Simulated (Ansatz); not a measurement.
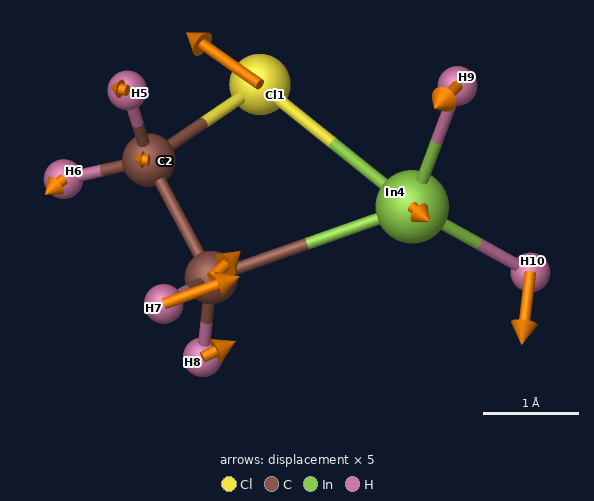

This is a relaxation of C2H6ClIn. The starting structure is drawn; orange arrows show the displacements, magnified 5 times. The two geometries are superimposed by the best rigid fit.

Style: ball-and-stick. Shown face on.

The start comes from GFN2-xTB.

Level of theory: RKS PBE0-D4/def2-TZVP in Ansatz. Settings: force threshold 0.005 eV/Å; at most 150 steps.

**What did the optimiser do to the structure, and how much energy did it gain?**

The largest move after the best rigid fit is that of the Cl atom, 0.22 Å. By element the largest moves are Cl 0.22 Å, H 0.17 Å, C 0.09 Å, In 0.06 Å. Among the contacts that change: Cl–In 2.664 → 2.936 Å, C–In 2.242 → 2.192 Å, C–Cl 1.792 → 1.831 Å, C–C 1.517 → 1.503 Å. Among the angles between lasting bonds that change: In–C–H 120.9° → 113.1°, H–In–H 116.1° → 122.9°, C–C–In 98.1° → 104.7°. The energy falls by 3.15 kcal/mol in 6 accepted moves (7 points after the start). Largest force component: 0.68 eV/Å at the start, 0.0028 eV/Å at the end. The line search rejected the trial step at point 4 of the run.
